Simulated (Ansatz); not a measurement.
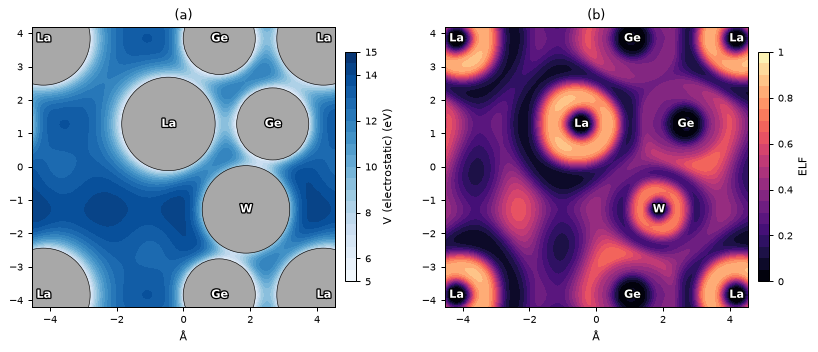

*La2Ge2W. (a) electrostatic potential energy of an electron; (b) electron localisation function on the (110) plane of the conventional cell. Grey discs cover the atomic cores in the potential map.*

Space group P-3m1; a structure generated by program, which may or may not match a known phase.

Computed with DFT PBE, scalar-relativistic, plane waves, PAW (Ansatz 0.2.0).

```
La Ge W
1.0
     4.43636    0.00000    0.00000
    -2.21818    3.84200    0.00000
     0.00000    0.00000    8.39311
La Ge W
2 2 1
Direct
  0.66667 0.33333 0.27685
  0.33333 0.66667 0.72315
  0.66667 0.33333 0.90455
  0.33333 0.66667 0.09545
  0.00000 0.00000 0.00000
```

### Describe what can be read from this map.

The plane passes through La, Ge and W nuclei.
Ge–W (2.68 Å): the ELF is about 0.40 at the midpoint.
La–Ge (2.98 Å): the ELF is about 0.20 at the midpoint: no shared electron pair shows on this line.
La–Ge (3.12 Å): the ELF is about 0.15 at the midpoint: no localised pair shows between them.
The features right at La and W lie inside the PAW spheres, where the map follows smoothed inner orbitals and isn't to be read closely.
Outside the cores the potential energy rises away from the atoms and is highest about 2.1 Å from the nearest atoms; its zero is arbitrary.
